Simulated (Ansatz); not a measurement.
# C2H3FO (acetyl fluoride) at B3LYP/aug-cc-pVDZ

Aim: the energy change on altering one bond length of C2H3FO (acetyl fluoride) at B3LYP/aug-cc-pVDZ, from 2 runs. 

The results are computed with Ansatz 0.2.0.

50 further runs of the same task are left out: 50 set aside as unsound or not needed.

**1. The system as given**

C2H3FO: 7 atoms, total charge 0, spin state singlet. As SMILES, `CC(=O)F`. Geometry: relaxed at PBE0-D4/def2-TZVP.

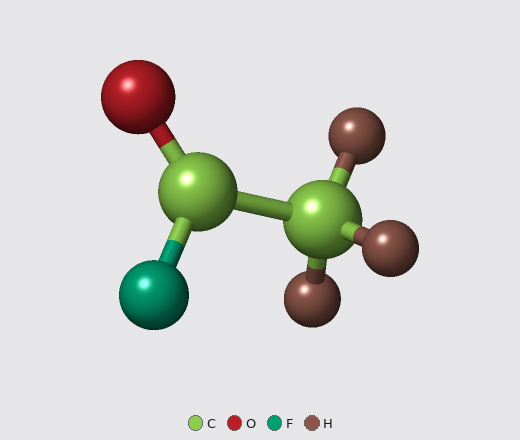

Viewed from a chosen angle; carbon green, oxygen red, fluorine teal, hydrogen brown.

**2. A single-point energy at B3LYP/aug-cc-pVDZ**

The input, molecule.yaml:

```yaml
basis:
  gaussian:
    orbitals: aug-cc-pVDZ
crystal:
  periodic: [false, false, false]
  atoms:
    - symbol: C
      position_ang: [0.485310, 0.015050, 0.443640]
    - symbol: C
      position_ang: [-0.694890, -0.034350, -0.460580]
    - symbol: O
      position_ang: [-1.835410, -0.165690, -0.191770]
    - symbol: F
      position_ang: [-0.310690, 0.097630, -1.749400]
    - symbol: H
      position_ang: [0.165320, -0.091900, 1.476660]
    - symbol: H
      position_ang: [1.180650, -0.783140, 0.176830]
    - symbol: H
      position_ang: [1.009710, 0.962410, 0.304610]
hamiltonian:
  xc: {name: B3LYP}
accuracy: high
output: {orbitals: {seedname: orbitals}}
```

On the command line:

```sh
$ ansatz run molecule.yaml --threads 1 --pin off --max-ram 3480MiB --events-out events.jsonl --progress --plain --runs-dir runs
```

Output:

```text
Warning: RAYON_NUM_THREADS=1 ignored (pool sized by the plan → 1); use --threads N
Functional definition: B3LYP
  name "B3LYP"
  parameter a0 = 0.2
  parameter ax = 0.72
  parameter ac = 0.81
  exchange = (1 - a0 - ax)*slater_x + ax*b88_x + a0*exact_x
  correlation = (1 - ac)*vwn_rpa_c + ac*lyp_c
2380 factors; integrals over basis functions are off by at most 3.1e-9 eV
mean field evaluation 1: about -6880.8998 eV, gradient 6.0e1 eV
mean field evaluation 2: about -6872.9413 eV, gradient 8.8e1 eV
mean field evaluation 4: about -6888.0550 eV, gradient 2.9e0 eV
mean field evaluation 8: about -6888.0682 eV, gradient 3.4e-1 eV
mean field evaluation 16: about -6888.0684 eV, gradient 1.3e-5 eV
mean field -6888.06841912 eV, -253.1318455022 hartree, gradient 8.2e-8 eV, S^2 0.000000; 0 other end points of the search recorded, 0 dependent functions left out
reference -6888.06846576 eV, -253.1318472163 hartree; 16, 16 occupied and 103, 103 virtual orbitals, 2380 factors
Total energy: -6888.06846576 eV, -253.1318472163 hartree
```

Run time: 11 s. Hardware: 1 thread of Arm Neoverse V1, shared host; peak memory 0.4 GiB.

**3. The distorted shape**

The input, input.yaml:

```yaml
basis:
  gaussian: {orbitals: aug-cc-pVDZ}
crystal:
  periodic: [false, false, false]
  atoms:
    - symbol: C
      position_ang: [0.276708, 0.254507, 0.523683]
    - symbol: C
      position_ang: [-0.903492, 0.205107, -0.380537]
    - symbol: O
      position_ang: [-2.044012, 0.073767, -0.111727]
    - symbol: F
      position_ang: [-0.519292, 0.337087, -1.669357]
    - symbol: H
      position_ang: [-0.043282, 0.147557, 1.556703]
    - symbol: H
      position_ang: [1.180650, -0.783140, 0.176830]
    - symbol: H
      position_ang: [0.801108, 1.201867, 0.384653]
hamiltonian: {xc: {name: B3LYP}}
accuracy: high
output: {orbitals: {seedname: orbitals}}
```

On the command line:

```sh
$ ansatz run input.yaml --threads 1 --pin off --max-ram 3480MiB --events-out events.jsonl --progress --plain --runs-dir runs
```

Output (excerpt; [...] marks lines left out):

```text
Warning: RAYON_NUM_THREADS=1 ignored (pool sized by the plan → 1); use --threads N
[... 7 set-up lines as earlier in the session ...]
2390 factors; integrals over basis functions are off by at most 3.2e-9 eV
mean field evaluation 1: about -6879.7543 eV, gradient 6.0e1 eV
mean field evaluation 2: about -6869.4427 eV, gradient 9.2e1 eV
mean field evaluation 4: about -6887.0749 eV, gradient 3.7e0 eV
mean field evaluation 8: about -6887.0999 eV, gradient 9.7e-2 eV
mean field evaluation 16: about -6887.0999 eV, gradient 5.9e-6 eV
mean field -6887.09991199 eV, -253.0962535217 hartree, gradient 3.4e-8 eV, S^2 0.000000; 0 other end points of the search recorded, 0 dependent functions left out
reference -6887.09995749 eV, -253.0962551939 hartree; 16, 16 occupied and 103, 103 virtual orbitals, 2390 factors
Total energy: -6887.09995749 eV, -253.0962551939 hartree
```

It took 11 s on 1 thread of Arm Neoverse V1, shared host; peak memory 0.4 GiB.

**4. Summary of results**

Level: B3LYP/aug-cc-pVDZ.

| quantity | value |
| --- | --- |
| first shape: total energy | -253.13185 Eh |
| first shape: HOMO energy | -8.77 eV |
| first shape: LUMO energy | -0.81 eV |
| first shape: HOMO–LUMO gap | 7.96 eV |
| distorted shape: total energy | -253.09626 Eh |
| distorted shape: HOMO energy | -8.79 eV |
| distorted shape: LUMO energy | -1.41 eV |
| distorted shape: HOMO–LUMO gap | 7.38 eV |
| energy change with the C1–H6 bond stretched from 1.092 to 1.419 Å | 0.969 eV |

With the C1–H6 bond stretched from 1.092 to 1.419 Å the energy rises by 0.97 eV (22.3 kcal/mol). The first shape isn't relaxed at this level, so the change isn't measured from a minimum.
